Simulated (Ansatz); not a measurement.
# triplet AlClF2 at 6 levels

Wanted: a comparison of 6 runs (U-r2SCAN0/STO-3G, UBLYP/STO-3G, UPBE0/STO-3G, USVWN5/STO-3G, RPA@PBE/STO-3G, UCCSDT/STO-3G) of triplet AlClF2. 

Program for the calculation: Ansatz 0.2.0.

53 further runs of the same task are left out: 4 that didn't finish, 49 set aside as unsound or not needed.

**1. Starting point**

AlClF2: 4 atoms, total charge 0, spin state triplet. SMILES of the parent species: `[F][Al]([F])[Cl]`. The coordinates come from a PBE0-D4/def2-TZVP relaxation. That shape belongs to the parent species and isn't relaxed for this state.

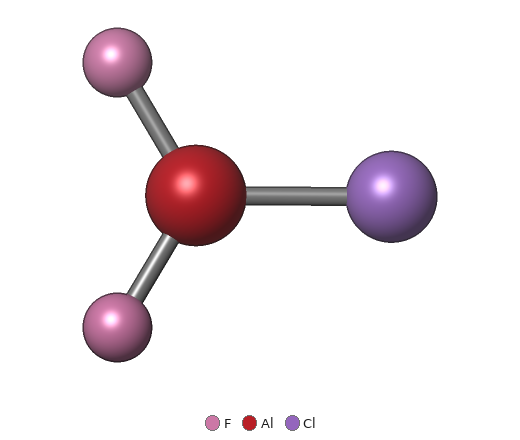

Viewed from a chosen angle; fluorine pink, aluminium red, chlorine purple.

**2. The energy at U-r2SCAN0/STO-3G (run 1)**

File in.yaml:

```yaml
crystal:
  periodic: [false, false, false]
  atoms:
    - {symbol: F, position_ang: [0.997200, 0.721760, 1.149640]}
    - {symbol: Al, position_ang: [0.069280, -0.050750, 0.053570]}
    - {symbol: F, position_ang: [0.273490, -1.653820, -0.164660]}
    - {symbol: Cl, position_ang: [-1.339980, 0.982810, -1.038560]}
basis:
  gaussian: {orbitals: STO-3G}
accuracy: high
magnetization: {spin_polarized: true, initial_magnetization: 2}
hamiltonian: {xc: {name: r2SCAN0}}
```

Launch:

```sh
$ ansatz run in.yaml --threads 1 --pin off --max-ram 3480MiB --events-out events.jsonl --progress --plain --runs-dir runs
```

What it wrote:

```text
Warning: RAYON_NUM_THREADS=1 ignored (pool sized by the plan → 1); use --threads N
Functional definition: r2SCAN0
  name "r2SCAN0"
  parameter a = 0.25
  parameter k0 = 0.174
  parameter k1 = 0.065
  parameter a1 = 4.9479
  exchange = (1 - a)*r2scan_x(k0 = k0, k1 = k1, a1 = a1) + a*exact_x
  correlation = r2scan_c
524 factors; integrals over basis functions are off by at most 2.8e-8 eV
mean field evaluation 1: about -24251.6387 eV, gradient 1.0e1 eV
mean field evaluation 2: about -24246.2504 eV, gradient 2.2e1 eV
mean field evaluation 4: about -24252.7130 eV, gradient 3.2e0 eV
mean field evaluation 8: about -24252.8489 eV, gradient 8.7e-2 eV
mean field evaluation 16: about -24252.8492 eV, gradient 1.2e-2 eV
mean field evaluation 32: about -24252.7612 eV, gradient 1.9e0 eV
mean field evaluation 64: about -24252.7688 eV, gradient 1.5e-1 eV
mean field -24252.84936319 eV, -891.2757749253 hartree, gradient 9.8e-8 eV, S^2 2.004714; 8 other end points of the search recorded, 0 dependent functions left out
reference -24252.84936359 eV, -891.2757749400 hartree; 25, 23 occupied and 3, 5 virtual orbitals, 524 factors
Total energy: -24252.84936359 eV, -891.2757749400 hartree
```

Run time: 26 s. Hardware: 1 thread of Arm Neoverse V2, shared host; peak memory 0.28 GiB.

**3. The energy at UBLYP/STO-3G (run 2)**

in.yaml: that of step 2 with these lines changed.

```diff
@@ -9,4 +9,4 @@
   gaussian: {orbitals: STO-3G}
+magnetization: {spin_polarized: true, initial_magnetization: 2}
+hamiltonian: {xc: {name: BLYP}}
 accuracy: high
-magnetization: {spin_polarized: true, initial_magnetization: 2}
-hamiltonian: {xc: {name: r2SCAN0}}
```

Launch:

```sh
$ ansatz run in.yaml --threads 1 --pin off --max-ram 3480MiB --events-out events.jsonl --progress --plain --runs-dir runs
```

What it wrote:

```text
Warning: RAYON_NUM_THREADS=1 ignored (pool sized by the plan → 1); use --threads N
Functional definition: BLYP
  name "BLYP"
  parameter beta = 0.0042
  parameter a = 0.04918
  parameter b = 0.132
  parameter c = 0.2533
  parameter d = 0.349
  exchange = b88_x(beta = beta)
  correlation = lyp_c(a = a, b = b, c = c, d = d)
524 factors; integrals over basis functions are off by at most 2.8e-8 eV
mean field evaluation 1: about -24250.1245 eV, gradient 1.1e1 eV
mean field evaluation 2: about -24238.2462 eV, gradient 3.4e1 eV
mean field evaluation 4: about -24245.9851 eV, gradient 1.8e1 eV
mean field evaluation 8: about -24251.1553 eV, gradient 8.7e0 eV
mean field evaluation 16: about -24251.9018 eV, gradient 5.7e-6 eV
mean field evaluation 32: about -24247.9346 eV, gradient 8.5e0 eV
mean field evaluation 64: about -24251.6908 eV, gradient 1.6e-1 eV
mean field evaluation 96: about -24251.1086 eV, gradient 2.1e-1 eV
mean field -24251.90177491 eV, -891.2409516986 hartree, gradient 5.2e-8 eV, S^2 2.000857; 8 other end points of the search recorded, 0 dependent functions left out
reference -24251.90180695 eV, -891.2409528759 hartree; 25, 23 occupied and 3, 5 virtual orbitals, 524 factors
Total energy: -24251.90180695 eV, -891.2409528759 hartree
```

Run time: 9.3 s. Hardware: 1 thread of Arm Neoverse V2, shared host; peak memory 0.15 GiB.

Runs 3 to 5 aren't shown in full; the table further down has their settings and results.

**4. The energy at UCCSDT/STO-3G (run 6)**

File job.yaml:

```yaml
crystal:
  periodic: [false, false, false]
  atoms:
    - {symbol: F, position_ang: [0.997200, 0.721760, 1.149640]}
    - {symbol: Al, position_ang: [0.069280, -0.050750, 0.053570]}
    - {symbol: F, position_ang: [0.273490, -1.653820, -0.164660]}
    - {symbol: Cl, position_ang: [-1.339980, 0.982810, -1.038560]}
basis:
  gaussian: {orbitals: STO-3G}
total_charge: 0
magnetization: {spin_polarized: true, initial_magnetization: 2}
correlation: {method: ccsdt, frozen_orbitals: {Al: 5, Cl: 5, F: 1}}
accuracy: high
scf: {omitted_lower_state_checks: [cluster_reference, increment]}
```

Launch:

```sh
$ ansatz run job.yaml --threads 1 --pin off --max-ram 3480MiB --events-out events.jsonl --progress --plain --runs-dir runs
```

What it wrote:

```text
Warning: RAYON_NUM_THREADS=1 ignored (pool sized by the plan → 1); use --threads N
[... 16 lines left out ...]
12 core orbitals not correlated: weight in the atoms' cores, before any rotation towards them, 1.000 or more for the frozen orbitals, at most 0.000 for the correlated occupied ones
[... 174 lines left out ...]
Total energy: -24207.52569526 eV, -889.6101608505 hartree
Checks for a lower state left out: cluster_reference, increment
```

Run time: 7.2 s. Hardware: 1 thread of Arm Neoverse V2, shared host; peak memory 0.1 GiB.

**5. The series**

```tsv
run	level	frozen core orbitals	energy (Eh)	⟨S²⟩	wall time
1	U-r2SCAN0/STO-3G	–	-891.275775	2.005	26 s
2	UBLYP/STO-3G	–	-891.240953	2.001	9.3 s
3	UPBE0/STO-3G	–	-890.952461	2.003	7.2 s
4	USVWN5/STO-3G	–	-887.483403	2.000	4.5 s
5	RPA@PBE/STO-3G	12	-889.733298	2.001	14 s
6	UCCSDT/STO-3G	12	-889.610161	2.010	7.2 s
```

**6. What came out**

| quantity | value |
| --- | --- |
| run 6: total energy | -889.61016 Eh |
| run 6: correlation energy (12 core orbitals frozen) | -61.4 mEh |
| run 6: ⟨S²⟩ of the reference determinant | 2.010 |
| run 6: T1 diagnostic | 0.104 |

What this shows: Totals of different functionals can't be ranked against each other. In runs 1, 2, 3, 4, 5, 6 the basis is minimal, so the values are rough. All runs together took 68 s, the longest 26 s.
